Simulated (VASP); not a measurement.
Band structure of Be (hcp). All values below come from optB86b-vdW, VASP's PBE PAW potentials (set 64) (plane waves; VASP).

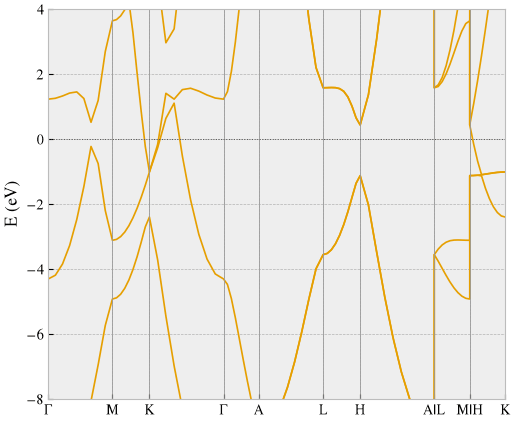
Figure. Bands along high-symmetry lines, zero at the valence-band maximum or, without a gap, the Fermi level

Read the plot: is there a gap, and where are the band edges?

It has no gap at this level: it comes out as a metal or semimetal. (Edges off the drawn lines would not show.)

The compound is Be in the hcp structure. It was relaxed first.
